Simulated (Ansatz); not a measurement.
# Ge wire along [100], 25 atoms a period, H-terminated: bands along the axis, part 2 of 2

Aim: is the Ge wire along [100], 25 atoms a period, H-terminated a metal or a semiconductor?

Ansatz 0.2.0; DFT PBE, plane waves, PAW; relaxation of a wire's period; PAW set soft_1 (the session's first sound run).

So far. Step 2 (The relaxed wire): The cell's length comes to 5.743 Å with spin left out.

## (3) The perfect wire

This step: DFT PBE, plane waves, PAW; bands of a perfect wire; PAW set soft_1 (Ansatz 0.2.0).

At the relaxed period the bands are computed along the axis; those that cross an energy going forward count the channels that a perfect wire would open there.

Contents of input.yaml:

```yaml
crystal:
  lattice:
    - [20.121, 0.0, 0.0]
    - [0.0, 20.121, 0.0]
    - [0.0, 0.0, 5.7426614271]
  atoms:
    - { symbol: Ge, position: [0.216639019, 0.500008271, 0.0] }
    - { symbol: Ge, position: [0.358727891, 0.358727891, 0.995473534] }
    - { symbol: Ge, position: [0.358727891, 0.641288651, 0.004526466] }
    - { symbol: Ge, position: [0.500008271, 0.216639019, 0.0] }
    - { symbol: Ge, position: [0.500008271, 0.500008271, 0.0] }
    - { symbol: Ge, position: [0.500008271, 0.783377522, 0.0] }
    - { symbol: Ge, position: [0.641288651, 0.358727891, 0.004526466] }
    - { symbol: Ge, position: [0.641288651, 0.641288651, 0.995473534] }
    - { symbol: Ge, position: [0.783377522, 0.500008271, 0.0] }
    - { symbol: H, position: [0.17121108, 0.455837345, 0.152991555] }
    - { symbol: H, position: [0.314075893, 0.314075893, 0.152210851] }
    - { symbol: H, position: [0.455837345, 0.17121108, 0.152991555] }
    - { symbol: H, position: [0.544179197, 0.828805461, 0.152991555] }
    - { symbol: H, position: [0.685940649, 0.685940649, 0.152210851] }
    - { symbol: H, position: [0.828805461, 0.544179197, 0.152991555] }
    - { symbol: Ge, position: [0.28735217, 0.570021795, 0.246522682] }
    - { symbol: Ge, position: [0.428706917, 0.428706917, 0.250632753] }
    - { symbol: Ge, position: [0.429994747, 0.712664372, 0.246522682] }
    - { symbol: Ge, position: [0.570021795, 0.28735217, 0.246522682] }
    - { symbol: Ge, position: [0.571309625, 0.571309625, 0.250632753] }
    - { symbol: Ge, position: [0.712664372, 0.429994747, 0.246522682] }
    - { symbol: H, position: [0.243201093, 0.615109339, 0.403289195] }
    - { symbol: H, position: [0.384907203, 0.756815449, 0.403289195] }
    - { symbol: H, position: [0.615109339, 0.243201093, 0.403289195] }
    - { symbol: H, position: [0.756815449, 0.384907203, 0.403289195] }
    - { symbol: Ge, position: [0.357528732, 0.500008271, 0.5] }
    - { symbol: Ge, position: [0.500008271, 0.357528732, 0.5] }
    - { symbol: Ge, position: [0.500008271, 0.642487809, 0.5] }
    - { symbol: Ge, position: [0.642487809, 0.500008271, 0.5] }
    - { symbol: H, position: [0.243201093, 0.384907203, 0.596710805] }
    - { symbol: H, position: [0.384907203, 0.243201093, 0.596710805] }
    - { symbol: H, position: [0.615109339, 0.756815449, 0.596710805] }
    - { symbol: H, position: [0.756815449, 0.615109339, 0.596710805] }
    - { symbol: Ge, position: [0.28735217, 0.429994747, 0.753477318] }
    - { symbol: Ge, position: [0.429994747, 0.28735217, 0.753477318] }
    - { symbol: Ge, position: [0.428706917, 0.571309625, 0.749367247] }
    - { symbol: Ge, position: [0.571309625, 0.428706917, 0.749367247] }
    - { symbol: Ge, position: [0.570021795, 0.712664372, 0.753477318] }
    - { symbol: Ge, position: [0.712664372, 0.570021795, 0.753477318] }
    - { symbol: H, position: [0.17121108, 0.544179197, 0.847008445] }
    - { symbol: H, position: [0.314075893, 0.685940649, 0.847789149] }
    - { symbol: H, position: [0.455837345, 0.828805461, 0.847008445] }
    - { symbol: H, position: [0.544179197, 0.17121108, 0.847008445] }
    - { symbol: H, position: [0.685940649, 0.314075893, 0.847789149] }
    - { symbol: H, position: [0.828805461, 0.455837345, 0.847008445] }
kpoints:
  mp_grid: { grid: [1, 1, 14] }
  band_path: { path: ["Γ", Z], npoints: 90 }
scf:
  occupations: { method: fermi_dirac, width: 0.05 }
hamiltonian:
  xc: pbe
  pseudopotentials: { kind: paw, azcp: { folder: soft_1 } }
output:
  dos: { e_range: [-5, 4] }
  write_potential: true
  write_density: true
  volumetric_format: npy
```

Launch:

```bash
$ ansatz run input.yaml --threads 4 --pin off --max-ram 16384MiB --backend cpu --events-out ev --progress --plain --runs-dir out
```

Numbers of over 12 decimals in the logs are rounded to 6 here.

What it wrote:

```text
[...]
Crystal: 45 atoms, lattice volume = 2324.943 Å³
Basis set: ecut = 420 eV, 45499 PW (Γ)
Bands: 230, of which v1, the nominal top of the filled ones, is band 185 counted from 1 (184 counted from 0)
Symmetry: 8 space group operations
[...]
k-points: 8 of 14
[...]
SCF iter   1: F=—  HF=-107692.768797 eV  |F-HF|=—  |Δ(HF+E_count)|=         —  Δρ=3.13e-2  dr2=1.90e1  ethr=3.10e-3  ⟨swp⟩=7.0  Hψ=7485  notcnv=0  defer=15
[...]
SCF iter  10: F=-107687.660024 eV  HF=-107687.660024 eV  |F-HF|=1.30e-8  |Δ(HF+E_count)|=   2.57e-7  Δρ=1.02e-6  dr2=2.14e-8  ethr=2.70e-11  ⟨swp⟩=14.6  Hψ=9290  notcnv=0
SCF 1 converged in 10 iterations: F = -107687.660024 eV  dr2 = 2.14e-8
[...]
NSCF: frozen V_eff on 91 k-points
WARN: pass on a band path, mesh or list of k-points: the 91 k-points are solved 20 at a time at the most, because the 14.40 GiB of host memory that the pass is priced against does not hold them all with the solver's workspace as planned. The pass can take longer, above all where fewer k-points are solved at a time than the run has threads. As a rule a larger memory budget leaves room for more at once. The budget is what a run with no `--max-ram-frac` typed is planned for, 0.8 of the host's memory or its container's limit. More memory there lifts it, and so does a share over 0.88 that is typed (of such a share the budget is ten elevenths): [rest of the remark cut]
WARN: The output density's exchange-correlation potential varies sharply where the density is thin. Do not read a vacuum level from v_tot or v_xc, or from such a field of the output density. On a cell that repeats whose density bears no net charge and no dipole along the vacuum's axis use v_es (v_loc + v_h of the components); under efield.dipole_correction with no amplitude use v_es + v_field, which holds any externa [...]
SCF converged after 10 iterations
Free energy (F): -107687.660024 eV
[...]
Internal energy: -107687.660024 eV  (E = F + TS)
E sigma→0 (E₀):  -107687.660024 eV
Fermi energy:    -0.843684 eV
[...]
--- Band table (eV; the first three rows and the last of 8) ---
  k-point 0: bands = [... 181 lower, -2.3010, -2.1496, -2.1496, -2.1126, 0.5793, 0.5858, 0.6555, 0.6555, ... 41 higher]
  k-point 1: bands = [... 181 lower, -2.3416, -2.1614, -2.1614, -2.1149, 0.6330, 0.6445, 0.6600, 0.6600, ... 41 higher]
  k-point 2: bands = [... 181 lower, -2.4498, -2.1902, -2.1902, -2.1311, 0.6311, 0.6989, 0.6989, 0.7815, ... 41 higher]
  k-point 7: bands = [... 181 lower, -2.7094, -2.6249, -2.6249, -2.5930, 0.4051, 0.4646, 0.4646, 0.4871, ... 41 higher]
```

The job ended after 27 min (4 threads of Intel Xeon Platinum 8259CL at 2.50GHz (Skylake/Cascade Lake), shared host; peak memory 13 GiB; 1.7 h of CPU time).

This step gave:

```yaml
band_gap: 2.518 eV
```

Electronic bands along the path, in eV, zero at the Fermi level; v1 is the highest filled band, c1 the lowest empty one:

```
point     v4     v3     v2     v1    c1    c2    c3    c4
    Γ  -1.46  -1.31  -1.31  -1.27  1.42  1.43  1.50  1.50
    Z  -1.87  -1.78  -1.78  -1.75  1.25  1.31  1.31  1.33
```

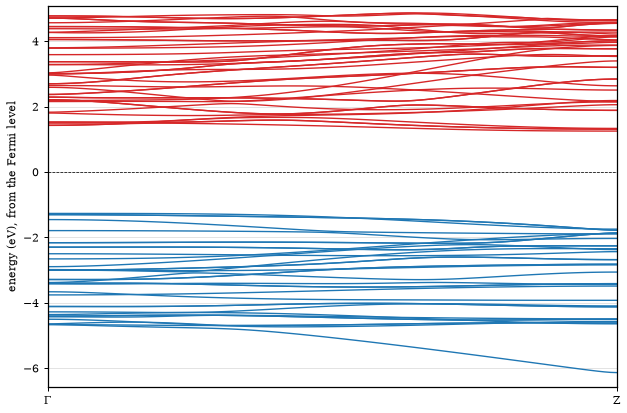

Electronic bands along the path; lines of filled and empty bands in two colours.

The gap is 2.52 eV, with spin left out.

The path shows an indirect gap of 2.52 eV (valence top at Γ, conduction bottom at Z). The least direct gap is 2.69 eV.

## (4) Levels at the same atoms

This step: DFT r2SCAN, plane waves, PAW; bands of a perfect wire at the PBE geometry; PAW set soft_1 (Ansatz 0.2.0).

The atoms stay at the PBE geometry and the functional changes. r2SCAN also reads the kinetic-energy density; it often gives larger moments and wider gaps than PBE, at a higher cost.

Changes to input.yaml since step 3:

```diff
@@ -52,3 +52,3 @@
 kpoints:
-  mp_grid: { grid: [1, 1, 14] }
+  mp_grid: { grid: [1, 1, 11] }
   band_path: { path: ["Γ", Z], npoints: 90 }
@@ -57,8 +57,3 @@
 hamiltonian:
-  xc: pbe
+  xc: r2scan
   pseudopotentials: { kind: paw, azcp: { folder: soft_1 } }
-output:
-  dos: { e_range: [-5, 4] }
-  write_potential: true
-  write_density: true
-  volumetric_format: npy
```

What it wrote:

```text
Engine: ansatz 0.2.0, x86_64-unknown-linux-gnu
Pseudopotentials: kind: paw
Pseudopotential: Ge, paw, valence charge 14, recommended cutoff 500 eV (meta_gga), soft_1/Ge.paw.azcp
Pseudopotential: H, paw, valence charge 1, recommended cutoff 500 eV (meta_gga), soft_1/H.paw.azcp
Functional definition: r2SCAN
  parameter k0 = 0.174
  parameter k1 = 0.065
  parameter a1 = 4.9479
  exchange = r2scan_x(k0 = k0, k1 = k1, a1 = a1)
  correlation = r2scan_c
Crystal: 45 atoms, lattice volume = 2324.943 Å³
Basis set: ecut = 500 eV, 59017 PW (Γ), exchange–correlation on 600×600×180 points (64 copies of the dense FFT grid, shifted against one another)
Bands: 230, of which v1, the nominal top of the filled ones, is band 185 counted from 1 (184 counted from 0)
Symmetry: 8 space group operations
Space group: P-42m (ITA 111), of the structure as read, at distance tolerance 1.3e-4 Å
k-points: 6 of 11
Non-local potential: Ge, projectors of the file, l = 0: 2, l = 1: 2, l = 2: 3, l = 3: 1
Non-local potential: H, projectors of the file, l = 0: 2, l = 1: 1
PAW form: soft (Blöchl's): semilocal exchange-correlation on the pseudo side does not see the compensation charge
PAW frozen core: Ge, regenerated for the run's functional (the file was generated under x = pbe(κ = 0.804, μ = 0.219515), c = pbe(β = 0.066725))
PAW one-centre angular grid: Ge, 590 points (default); XC on 160 Gauss nodes
PAW one-centre angular grid: H, 302 points (default); XC on 160 Gauss nodes
Initial density: superposition of atomic densities (neutral atoms: chi_scale 0, normalization atom)
Initial wavefunctions: pseudopotential atomic-orbital guess
Functional: x = r2scan, c = r2scan; τ floored in thin density (d = 2e-4 eV/Å³)
SCF iter   1: F=—  HF=-107889.679339 eV  |F-HF|=—  |Δ(HF+E_count)|=         —  Δρ=3.06e-2  dr2=1.77e1  dr2_τ=1.51e-1  ethr=3.10e-3  ⟨swp⟩=7.0  Hψ=5625  notcnv=0  defer=12
preconditioner: auto → Resta (q_TF=auto, 2.008 Å⁻¹)  ε∞=1.7  [insulator: Δε(μ)=2.818 eV  Ē_g=9.853 eV  σ=0.050 eV  W_gap=1.00  n_scr=330 (ndim 8)  ℏωp=8.4 eV  f_vac=0.614  D(μ)=0.00/eV (n_scr^D=0)  ε∞_Penn≈1.7  vacuum switching on, ρ_ref=7.0e-3 e/Å³]
SCF iter   2: F=—  HF=-107887.297101 eV  |F-HF|=—  |Δ(HF+E_count)|=    2.38e0  Δρ=1.50e-2  dr2=4.59e0  dr2_τ=4.29e-2  ethr=3.10e-3  ⟨swp⟩=3.0  Hψ=1862  notcnv=0  defer=228
SCF iter   3: F=—  HF=-107887.262602 eV  |F-HF|=—  |Δ(HF+E_count)|=   3.45e-2  Δρ=2.96e-3  dr2=1.53e0  dr2_τ=4.02e-3  ethr=1.24e-3  ⟨swp⟩=3.7  Hψ=1612  notcnv=0  defer=228
SCF iter   4: F=—  HF=-107887.024521 eV  |F-HF|=—  |Δ(HF+E_count)|=   2.38e-1  Δρ=1.25e-3  dr2=5.88e-2  dr2_τ=1.25e-3  ethr=4.13e-4  ⟨swp⟩=3.2  Hψ=1711  notcnv=0  defer=226
SCF iter   5: F=—  HF=-107887.046299 eV  |F-HF|=—  |Δ(HF+E_count)|=   2.18e-2  Δρ=4.61e-4  dr2=3.31e-3  dr2_τ=1.55e-4  ethr=1.59e-5  ⟨swp⟩=2.0  Hψ=1494  notcnv=0  defer=226
SCF iter   6: F=—  HF=-107887.054829 eV  |F-HF|=—  |Δ(HF+E_count)|=   8.53e-3  Δρ=1.09e-4  dr2=2.48e-4  dr2_τ=9.18e-6  ethr=8.95e-7  ⟨swp⟩=2.0  Hψ=2294  notcnv=0  defer=226
SCF iter   7: F=—  HF=-107887.055602 eV  |F-HF|=—  |Δ(HF+E_count)|=   7.73e-4  Δρ=2.87e-5  dr2=2.21e-5  dr2_τ=5.16e-7  ethr=6.71e-8  ⟨swp⟩=2.0  Hψ=2261  notcnv=0  defer=226
SCF iter   8: F=—  HF=-107887.055557 eV  |F-HF|=—  |Δ(HF+E_count)|=   4.48e-5  Δρ=8.53e-6  dr2=2.66e-6  dr2_τ=5.22e-8  ethr=5.97e-9  ⟨swp⟩=2.0  Hψ=2488  notcnv=0  defer=226
SCF iter   9: F=—  HF=-107887.055566 eV  |F-HF|=—  |Δ(HF+E_count)|=   9.48e-6  Δρ=2.72e-6  dr2=3.17e-7  dr2_τ=4.39e-9  ethr=7.19e-10  ⟨swp⟩=2.0  Hψ=2264  notcnv=0  defer=226
SCF iter  10: F=-107887.055567 eV  HF=-107887.055567 eV  |F-HF|=8.44e-8  |Δ(HF+E_count)|=   4.78e-7  Δρ=1.14e-6  dr2=3.04e-8  dr2_τ=4.84e-10  ethr=2.70e-11  ⟨swp⟩=14.3  Hψ=6748  notcnv=0
SCF 1 converged in 10 iterations: F = -107887.055567 eV  dr2 = 3.04e-8
[...]
NSCF: frozen V_eff on 91 k-points
WARN: pass on a band path, mesh or list of k-points: the 91 k-points are solved 14 at a time at the most, because the 14.40 GiB of host memory that the pass is priced against does not hold them all with the solver's workspace as planned. The pass can take longer, above all where fewer k-points are solved at a time than the run has threads. As a rule a larger memory budget leaves room for more at once. The budget is what a run with no `--max-ram-frac` typed is planned for, 0.8 of the host's memory or its container's limit. More memory there lifts it, and so does a share over 0.88 that is typed (of such a share the budget is ten elevenths): [rest of the remark cut]
```

Wall time 31 min (4 threads); peak memory 12 GiB.

The run was cut off at the time limit after its SCF cycle had converged; no result of it is taken.

## (5) Levels at the same atoms

This step: DFT HSE06, plane waves, PAW; levels of a perfect wire at the PBE geometry; PAW set soft_1 (Ansatz 0.2.0).

The atoms stay at the PBE geometry and the functional changes. HSE06 mixes in a quarter of short-range exact exchange, which removes part of the self-interaction that closes gaps; it is dear, so the mesh is thinner and no path is run.

Changes to input.yaml since step 4:

```diff
@@ -52,4 +52,3 @@
 kpoints:
-  mp_grid: { grid: [1, 1, 11] }
-  band_path: { path: ["Γ", Z], npoints: 90 }
+  mp_grid: { grid: [1, 1, 6] }
 scf:
@@ -57,3 +56,3 @@
 hamiltonian:
-  xc: r2scan
+  xc: hse06
   pseudopotentials: { kind: paw, azcp: { folder: soft_1 } }
```

What it wrote:

```text
Engine: ansatz 0.2.0, x86_64-unknown-linux-gnu
Pseudopotentials: kind: paw
Pseudopotential: Ge, paw, valence charge 14, recommended cutoff 420 eV (normal), soft_1/Ge.paw.azcp
Pseudopotential: H, paw, valence charge 1, recommended cutoff 420 eV (normal), soft_1/H.paw.azcp
Functional definition: HSE06
  parameter a = 0.25
  parameter omega = 0.11/bohr
  exchange = pbe_x - a*pbe_x_sr(omega) + a*exact_x_sr(omega)
  correlation = pbe_c
exact exchange (on PAW files that of the plane waves, all of it where the separable form is declined too) is computed from pair densities and not by density-matrix convolution, because memory is short: the convolution, which is usually faster, keeps the exchange operator as a matrix at each irreducible k-point or, where blocks serve (scf.exx.build), one block of their elements at a time (for builds on a GPU, the tabl [...]
the exact exchange of the augmentation charges is not formed by FFT convolution over the k-point mesh, because memory is short: the convolution needs a memory limit of at least 17.69 GiB (a later check in the same run can ask for more); the limit here is 14.40 GiB. It is formed k-point by k-point (scf.exx.ecutfock_ratio). Converged results can differ within the SCF's convergence thresholds, a real-time propagation's in their last digits. To use the convolution, give the run more memory; to do without it under every limit, set scf.exx.build: pair_densities (it also rules out density-matrix convolution). [rest of the remark cut]
Crystal: 45 atoms, lattice volume = 2324.943 Å³
Basis set: ecut = 420 eV, 45499 PW (Γ)
Bands: 230, of which v1, the nominal top of the filled ones, is band 185 counted from 1 (184 counted from 0)
Symmetry: 8 space group operations
Space group: P-42m (ITA 111), of the structure as read, at distance tolerance 1.3e-4 Å
k-points: 4 of 6
Non-local potential: Ge, projectors of the file, l = 0: 2, l = 1: 2, l = 2: 3, l = 3: 1
Non-local potential: H, projectors of the file, l = 0: 2, l = 1: 1
PAW form: soft (Blöchl's): semilocal exchange-correlation on the pseudo side does not see the compensation charge
PAW frozen core: Ge, regenerated for the run's functional, and the local potential with it (the file was generated under x = pbe(κ = 0.804, μ = 0.219515), c = pbe(β = 0.066725))
PAW one-centre angular grid: Ge, 590 points (default); XC on 64 Gauss nodes
PAW one-centre angular grid: H, 110 points (default); XC on 64 Gauss nodes
Initial density: superposition of atomic densities (neutral atoms: chi_scale 0, normalization atom)
Initial wavefunctions: pseudopotential atomic-orbital guess
Functional: x = pbe(κ = 0.804, μ = 0.219515), c = pbe(β = 0.066725), warm-up for x = pbe(κ = 0.804, μ = 0.219515) + 0.25 (exact − pbe) at short range (hse, ω = 0.207870 Å⁻¹), c = pbe(β = 0.066725); HSE06 as pw.x's `hse` composes it (authors' and Libxc's form: `xc: wpbeh`)
[...]
SCF iter   3: F=—  HF=-107689.984813 eV  |F-HF|=—  |Δ(HF+E_count)|=    1.63e0  Δρ=7.16e-3  dr2=1.44e1  ethr=9.59e-4  ⟨swp⟩=10.8  Hψ=2978  notcnv=0  recentre
iter 4 solved again at ethr=3.44e-5 eV; its pass at ethr=9.59e-4 eV (dr2=1.27e-1 eV) is discarded
SCF iter   4: F=—  HF=-107687.687474 eV  |F-HF|=—  |Δ(HF+E_count)|=    2.30e0  Δρ=2.07e-3  dr2=1.30e-1  ethr=3.44e-5  ⟨swp⟩=4.8  Hψ=4541  notcnv=0
SCF iter   5: F=—  HF=-107687.677353 eV  |F-HF|=—  |Δ(HF+E_count)|=   1.01e-2  Δρ=1.13e-3  dr2=1.21e-2  ethr=3.44e-5  ⟨swp⟩=6.0  Hψ=2131  notcnv=0
SCF iter   6: F=—  HF=-107687.680664 eV  |F-HF|=—  |Δ(HF+E_count)|=   3.31e-3  Δρ=1.69e-4  dr2=1.48e-3  ethr=3.27e-6  ⟨swp⟩=3.0  Hψ=1941  notcnv=0
SCF iter   7: F=-107687.680439 eV  HF=-107687.680532 eV  |F-HF|=9.28e-5  |Δ(HF+E_count)|=   1.31e-4  Δρ=8.99e-5  dr2=1.67e-4  ethr=4.01e-7  ⟨swp⟩=4.0  Hψ=2284  notcnv=0
SCF 1 stopped early in 7 iterations: F = -107687.680439 eV  dr2 = 1.67e-4
  greatest PAW one-centre occupation: 0.998 electrons in one spin orbital (limit 2), on the Ge atom at site 5 (counted from 0), in its partial waves of l = 2
exchange builds: bands taken at once cut from 230 to 115 (in the separable form on real orbitals, 115 of the empty ones beside the filled), because the run could otherwise hold 16.62 GiB against a 14.40 GiB memory limit. The exchange operator is unchanged; the exchange terms of the energy, forces and stress (in the separable form that of the stress alone) can be summed in another order, which moves their last digits  [...]
Initial density: handed on by an earlier stage of this run
Initial wavefunctions: those handed on with the density
Functional: x = pbe(κ = 0.804, μ = 0.219515) + 0.25 (exact − pbe) at short range (hse, ω = 0.207870 Å⁻¹), c = pbe(β = 0.066725); HSE06 as pw.x's `hse` composes it (authors' and Libxc's form: `xc: wpbeh`)
Exchange kernel: α = 0.2500, screened, ω = 0.2079 Å⁻¹, Wigner–Seitz truncation, v(0) = 1045.9345 eV·Å³, q-mesh 1×1×6, nearest image of the exchange supercell L = 20.12 Å, pair-density grid 135×135×40, without the augmentation charges, whose exchange is taken in its separable form (the finest that the files' search goes to)
Frozen-core exchange: fock
SCF iter   1: F=—  HF=-107710.645151 eV  |F-HF|=—  |Δ(HF+E_count)|=         —  Δρ=4.68e-3  dr2=1.73e-1  ethr=4.52e-7  ⟨swp⟩=20.0  Hψ=5694  notcnv=4
preconditioner: auto → none  [insulator: Δε(μ)=3.229 eV  Ē_g=10.129 eV  σ=0.050 eV  W_gap=1.00  n_scr=330 (ndim 8)  ℏωp=8.4 eV  f_vac=0.648  D(μ)=0.00/eV (n_scr^D=0)]
SCF iter   2: F=—  HF=-107710.424455 eV  |F-HF|=—  |Δ(HF+E_count)|=   2.21e-1  Δρ=8.88e-4  dr2=1.90e-2  ethr=4.52e-7  ⟨swp⟩=4.5  Hψ=3322  notcnv=0
SCF iter   3: F=—  HF=-107710.543247 eV  |F-HF|=—  |Δ(HF+E_count)|=   1.19e-1  Δρ=7.58e-4  dr2=5.22e-3  ethr=4.52e-7  ⟨swp⟩=6.0  Hψ=3397  notcnv=0  defer=1
SCF iter   4: F=—  HF=-107710.541989 eV  |F-HF|=—  |Δ(HF+E_count)|=   1.26e-3  Δρ=1.68e-4  dr2=7.13e-4  ethr=4.52e-7  ⟨swp⟩=3.0  Hψ=2305  notcnv=0
SCF iter   5: F=—  HF=-107710.542150 eV  |F-HF|=—  |Δ(HF+E_count)|=   1.61e-4  Δρ=2.63e-5  dr2=1.86e-4  ethr=1.45e-7  ⟨swp⟩=3.0  Hψ=1773  notcnv=0
SCF iter   6: F=-107710.543818 eV  HF=-107710.543871 eV  |F-HF|=5.30e-5  |Δ(HF+E_count)|=   1.72e-3  Δρ=6.00e-5  dr2=5.12e-5  ethr=7.20e-9  ⟨swp⟩=8.0  Hψ=3668  notcnv=0  defer=3
SCF 2 stopped early in 6 iterations: F = -107710.543818 eV  dr2 = 5.12e-5
  greatest PAW one-centre occupation: 0.998 electrons in one spin orbital (limit 2), on the Ge atom at site 3 (counted from 0), in its partial waves of l = 2
```

Run time: 1.7 h. Hardware: 4 threads; peak memory 9 GiB.

The run was cut off at its time limit.

## (6) Results

* cell length, PBE: 5.743 Å
* gap, PBE: 2.52 eV

What this shows: Under PBE the cell's length is 5.74 Å, and a gap of 2.52 eV makes it a semiconductor.

[Logs are printed without paths, hosts, clocks, repeated set-up lines and the standing remarks that a program may print on its own settings, such as how far it seeks lower states.]

[Hosts, paths, dates, database ids (printed as entryN), source tags and the programs' standing remarks are cut or masked in the printed files.]
